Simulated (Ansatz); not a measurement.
# H4N2O2W: the cost of one run

Computed with Ansatz 0.2.0, Gaussian basis. Level: the settings change from run to run.

### Step 1. The relaxed structure

The geometry comes from an earlier relaxation with PBE0-D4 in a triple-zeta def2 set; it is a stationary point, not always the lowest conformer. W takes a core potential in def2 sets; no spin-orbit term is included.

SMILES `[NH]=[W](=[NH])([OH])[OH]`, 9 atoms, charge 0, spin multiplicity 1.

Atoms are counted from 1 here; the program's logs count them from 0.

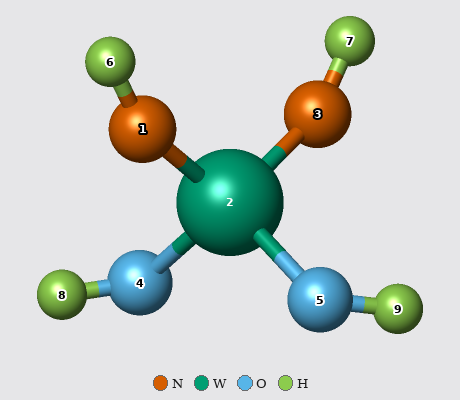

The geometry (nitrogen orange, tungsten teal, oxygen blue, hydrogen green); atoms are numbered from 1 in the order of the file.

### Step 2. r2SCAN0/def2-TZVP

Options: finite nuclei, high accuracy.

in.yaml

```yaml
crystal:
  periodic: [false, false, false]
  atoms:
    - {symbol: N, position_ang: [-0.482722, 0.361151, -1.577223]}
    - {symbol: W, position_ang: [-0.079142, -0.016252, 0.083145]}
    - {symbol: N, position_ang: [1.646474, -0.121975, 0.353691]}
    - {symbol: O, position_ang: [-0.828917, -1.708544, 0.524818]}
    - {symbol: O, position_ang: [-0.783869, 1.377184, 1.170668]}
    - {symbol: H, position_ang: [-0.308849, 0.584806, -2.543484]}
    - {symbol: H, position_ang: [2.623452, -0.109247, 0.110256]}
    - {symbol: H, position_ang: [-1.517683, -2.085537, -0.026479]}
    - {symbol: H, position_ang: [-0.268744, 1.718414, 1.904598]}
basis:
  gaussian: {orbitals: def2-TZVP, nuclear_model: gaussian}
hamiltonian: {xc: {name: r2SCAN0}}
accuracy: high
output: {forces: true}
```

On the command line:

```
ansatz run in.yaml --threads 4 --pin off --events-out ev --progress --plain --max-ram 10444MiB
```

**Question.** How long does this run take on 4 threads of Arm Neoverse V2, shared host, and how much memory does it need?

About 14 s, with a peak of 1.1 GiB.
